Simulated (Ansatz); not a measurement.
Geometry relaxation, with input and output: ZrNH₃ClF₃ (part 2 of 2)

ZrNH₃ClF₃; RKS PBE/def2-SVP (Ansatz 0.2.0). It belongs to a series of runs on one base structure; here: end point A relaxed.

Geometry of the input (Å):
```
Zr 0.1666  0.0248  0.0273
Cl 0.3995  -0.2136  2.4854
F  1.9238  0.0572  -0.6881
F  -0.6338  1.6690  -0.5036
F  -0.6982  -1.4544  -0.8030
N  -2.9398  -0.0257  1.4094
H  -2.9595  -0.8040  0.7425
H  -2.8930  0.8712  0.9151
H  -2.1376  -0.1245  2.0668
```

**Trajectory as extended XYZ, continued**
```
9
Properties=species:S:1:pos:R:3:forces:R:3 step=3 energy=-23476.41026
Zr   -0.0861    0.0183    0.1709    0.0638  -0.0073   0.0849
Cl    0.4518   -0.2173    2.4661    0.0144  -0.0171   0.1845
F     1.6592    0.0529   -0.5896   -0.0070   0.0094  -0.1018
F    -0.8577    1.6849   -0.3620    0.0032   0.2105  -0.0623
F    -0.9295   -1.4807   -0.6641   -0.0124  -0.1923  -0.1007
N    -2.7140   -0.0158    1.2248    0.9842  -0.0714   0.2227
H    -2.6105   -0.8070    0.5770   -0.2518   0.0000   0.1539
H    -2.5647    0.8836    0.7523   -0.2506   0.0085   0.1274
H    -2.1205   -0.1187    2.0765   -0.5438   0.0598  -0.5087
9
Properties=species:S:1:pos:R:3:forces:R:3 step=4 energy=-23476.43080
Zr   -0.0970    0.0169    0.2085   -0.0814   0.0019  -0.0458
Cl    0.4476   -0.2229    2.5209   -0.0227   0.0072  -0.0438
F     1.6212    0.0556   -0.6177   -0.0275   0.0006  -0.0142
F    -0.8529    1.7006   -0.3205    0.1029   0.0418  -0.0187
F    -0.9322   -1.4965   -0.6264    0.1053  -0.0444  -0.0351
N    -2.6680   -0.0166    1.2076    0.9192  -0.0310  -0.1841
H    -2.6706   -0.8172    0.5552   -0.1470   0.2325   0.3623
H    -2.6199    0.8928    0.7227   -0.1759  -0.2494   0.2862
H    -2.0003   -0.1126    2.0015   -0.6729   0.0409  -0.3069
9
Properties=species:S:1:pos:R:3:forces:R:3 step=5 energy=-23476.45825
Zr   -0.1079    0.0175    0.1996   -0.1095   0.0074   0.0522
Cl    0.3999   -0.2230    2.5313    0.0653   0.0142  -0.1541
F     1.5938    0.0593   -0.6674   -0.0414  -0.0072   0.0711
F    -0.8256    1.7250   -0.3289    0.0745  -0.1121   0.0220
F    -0.9085   -1.5178   -0.6434    0.0791   0.0908   0.0337
N    -2.6268   -0.0171    1.1949    1.1807  -0.0484  -0.0755
H    -2.6300   -0.8339    0.5543   -0.2143   0.4271   0.5607
H    -2.5877    0.9050    0.7225   -0.2417  -0.4724   0.4412
H    -2.0791   -0.1150    2.0889   -0.7927   0.1007  -0.9513
9
Properties=species:S:1:pos:R:3:forces:R:3 step=6 energy=-23476.66422
Zr   -0.1182    0.0142    0.2320   -0.1467   0.0589  -0.2780
Cl    0.4795   -0.2225    2.5216    0.0801  -0.0182   0.1322
F     1.5545    0.0596   -0.7024    0.0175  -0.0052   0.0552
F    -0.7885    1.7512   -0.2894    0.0573  -0.1332   0.0235
F    -0.8772   -1.5476   -0.6171    0.0561   0.1017   0.0438
N    -2.4860   -0.0154    1.1304    0.9587   0.1933  -1.3227
H    -2.6873   -0.8729    0.5437   -0.1687   1.2028   1.0537
H    -2.6548    0.9455    0.7130   -0.1886  -1.4600   0.8461
H    -2.1941   -0.1122    2.1201   -0.6657   0.0600  -0.5537
9
Properties=species:S:1:pos:R:3:forces:R:3 step=7 energy=-23476.92746
Zr   -0.1229    0.0146    0.2344    0.4372   0.0513  -0.4183
Cl    0.4958   -0.2225    2.5182    0.1338  -0.0272   0.2112
F     1.5487    0.0596   -0.7049    0.2044   0.0030  -0.0812
F    -0.7853    1.7551   -0.2850    0.1001  -0.0241  -0.0438
F    -0.8752   -1.5516   -0.6136    0.0969   0.0122  -0.0421
N    -2.3049   -0.0119    1.0578   -0.8585   0.0009   0.7527
H    -2.7383   -0.8560    0.5751    0.1615   1.2486   0.8269
H    -2.7067    0.9235    0.7409    0.1448  -1.4325   0.5882
H    -2.2831   -0.1107    2.1289   -0.4201   0.1677  -1.7936
9
Properties=species:S:1:pos:R:3:forces:R:3 step=8 energy=-23477.17180
Zr   -0.0496    0.0199    0.1811    0.1233  -0.0415   0.2471
Cl    0.5623   -0.2248    2.5097   -0.0480   0.0333  -0.3228
F     1.6654    0.0549   -0.6871   -0.0902  -0.0017   0.0500
F    -0.7220    1.7408   -0.3583    0.0918  -0.0253  -0.0469
F    -0.8141   -1.5247   -0.6783    0.1043   0.0382  -0.0401
N    -2.3166   -0.0127    1.0770   -0.5147   0.0126   0.0466
H    -2.8694   -0.7889    0.6764    0.1371  -0.0007   0.0664
H    -2.8421    0.8424    0.8292    0.1422  -0.0177   0.0609
H    -2.3858   -0.1069    2.1023    0.0541   0.0028  -0.0612
9
Properties=species:S:1:pos:R:3:forces:R:3 step=9 energy=-23477.18792
Zr   -0.0506    0.0189    0.1837    0.0165   0.0064  -0.1770
Cl    0.5694   -0.2226    2.4808   -0.0139  -0.0043   0.0441
F     1.6739    0.0529   -0.6571   -0.0430  -0.0016   0.0440
F    -0.6789    1.7430   -0.3949    0.0018  -0.0243   0.0253
F    -0.7674   -1.5234   -0.7176    0.0079   0.0258   0.0334
N    -2.3594   -0.0126    1.0814    0.0345  -0.0116   0.1319
H    -2.9117   -0.7968    0.7074    0.0045  -0.0315  -0.0114
H    -2.8798    0.8474    0.8591    0.0061   0.0355  -0.0097
H    -2.3675   -0.1068    2.1092   -0.0143   0.0056  -0.0808
9
Properties=species:S:1:pos:R:3:forces:R:3 step=10 energy=-23477.18748 accepted=F
Zr   -0.0539    0.0197    0.1698    0.0343  -0.0066   0.0474
Cl    0.5536   -0.2219    2.4710    0.0260  -0.0044   0.0309
F     1.6765    0.0534   -0.6524    0.0238   0.0008  -0.0019
F    -0.6822    1.7442   -0.4015   -0.0390   0.0126  -0.0096
F    -0.7687   -1.5243   -0.7252   -0.0394  -0.0086  -0.0108
N    -2.3499   -0.0148    1.1025   -0.0462   0.0132  -0.1334
H    -2.8907   -0.7977    0.7060   -0.0015   0.0130   0.0176
H    -2.8562    0.8486    0.8562   -0.0022  -0.0151   0.0144
H    -2.4005   -0.1071    2.1255    0.0441  -0.0049   0.0455
9
Properties=species:S:1:pos:R:3:forces:R:3 step=11 energy=-23477.18926
Zr   -0.0527    0.0193    0.1740    0.0057   0.0016  -0.0662
Cl    0.5511   -0.2229    2.4790   -0.0058  -0.0014   0.0112
F     1.6815    0.0527   -0.6443   -0.0196  -0.0004   0.0189
F    -0.6844    1.7410   -0.4054    0.0014  -0.0105   0.0101
F    -0.7708   -1.5205   -0.7280    0.0042   0.0112   0.0138
N    -2.3551   -0.0131    1.0863    0.0117  -0.0040   0.0466
H    -2.9084   -0.7977    0.7133    0.0061  -0.0133  -0.0010
H    -2.8746    0.8479    0.8640    0.0069   0.0143  -0.0007
H    -2.3585   -0.1068    2.1128   -0.0106   0.0023  -0.0327
9
Properties=species:S:1:pos:R:3:forces:R:3 step=12 energy=-23477.18952
Zr   -0.0543    0.0193    0.1687    0.0018  -0.0011  -0.0026
Cl    0.5424   -0.2236    2.4770    0.0011  -0.0004   0.0002
F     1.6851    0.0532   -0.6366   -0.0023   0.0004   0.0017
F    -0.6886    1.7394   -0.4108   -0.0008   0.0006   0.0005
F    -0.7731   -1.5190   -0.7336   -0.0004   0.0000   0.0011
N    -2.3522   -0.0135    1.0901   -0.0001   0.0007  -0.0021
H    -2.9048   -0.7982    0.7160    0.0018  -0.0031   0.0025
H    -2.8692    0.8486    0.8653    0.0020   0.0025   0.0024
H    -2.3573   -0.1063    2.1158   -0.0031   0.0003  -0.0036
```

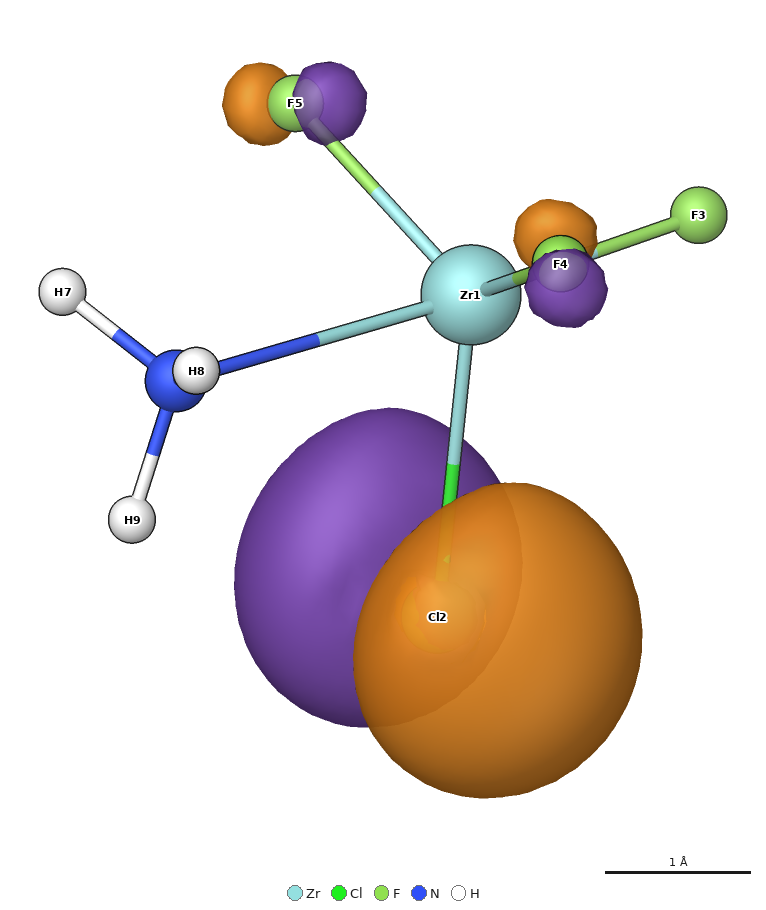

Fig. 1: One frontier orbital at ±0.15 Å⁻³ᐟ² (orange and purple are the two phases), seen at a tilt. The HOMO−1, at −7.68 eV.

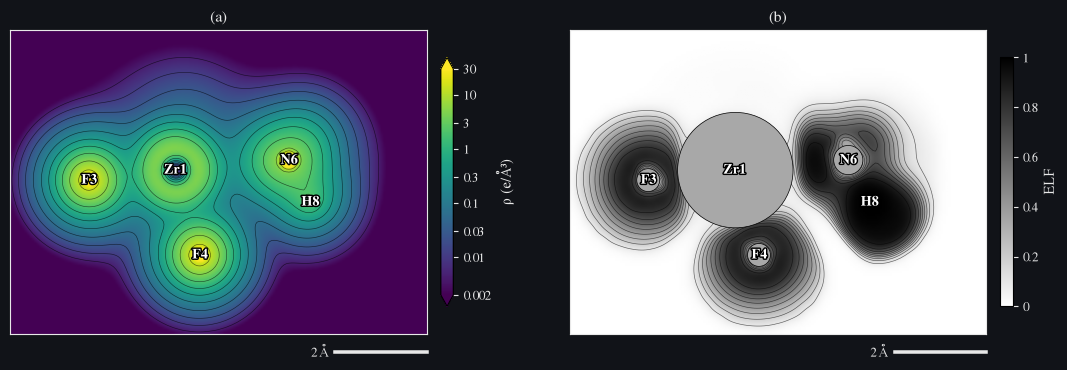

Fig. 2: (a) total electron density; (b) electron localisation function on the plane of atoms F4, Zr1 and N6. Grey discs, where drawn, cover atomic cores. Atoms in the plane: Zr, F, N and H. Zr–F (1.92 Å): ρ at the midpoint is about 0.91 e/Å³; the ELF peaks at about 0.85 in the valence shell of F, 0.5 Å from its nucleus, and drops to about 0.25 between the two atoms. Zr–N (2.48 Å): ρ at the midpoint is about 0.32 e/Å³; the ELF peaks at about 0.95 in the valence shell of N, 0.7 Å from its nucleus, and is about 0.15 at the midpoint (ionic bonding with no shared pair).

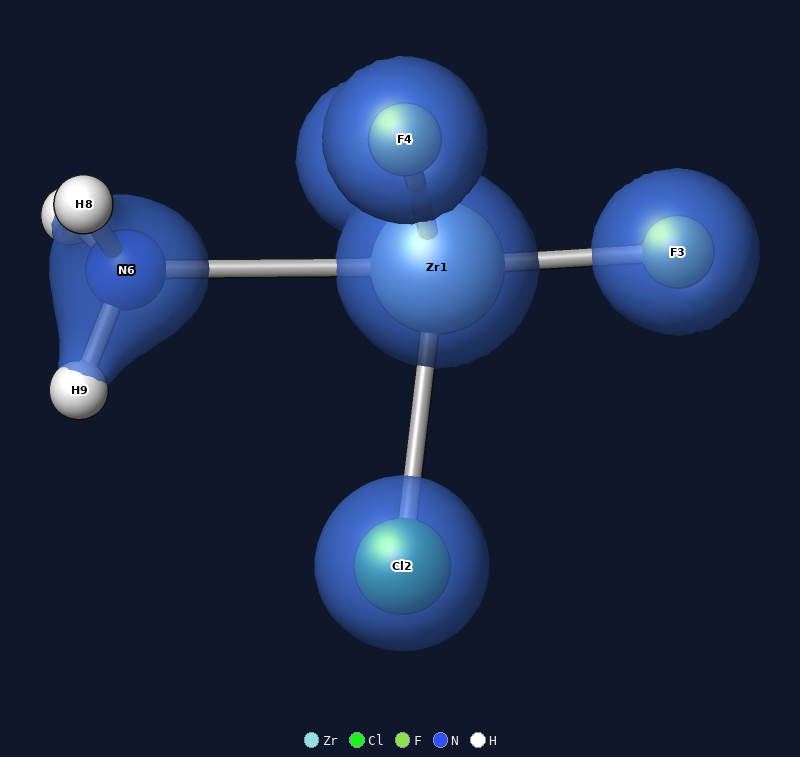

Fig. 3: Isosurface of the electron density at 1.5 e/Å³ (blue), seen face on. At this value the surface falls into six separate pieces. It is pinched off along the Zr–F (1.92 Å), Zr–Cl (2.40 Å) and Zr–N (2.48 Å) contacts. On the grid the lowest density along these lines, outside the cores, is 0.86 e/Å³ (Zr–F, 1.92 Å), 0.52 e/Å³ (Zr–Cl, 2.40 Å), 0.32 e/Å³ (Zr–N, 2.48 Å) and 2.1 e/Å³ (N–H, 1.03 Å).

**Results in brief**

```json
{"quantity": "outcome", "value": "converged"}
{"quantity": "total energy", "value": "−23477.1896 eV"}
{"quantity": "mean-field energy", "value": "−23477.1896 eV"}
{"quantity": "largest force (length of the vector) at the end", "value": "0.005 eV/Å"}
{"quantity": "hardware", "value": "4 threads of INTEL XEON PLATINUM @ 2.10GHz (Emerald Rapids), 24 GiB of memory available, shared host"}
{"quantity": "wall time", "value": "14 s (CPU time 49 s)"}
{"quantity": "peak memory", "value": "0.19 GiB"}
```
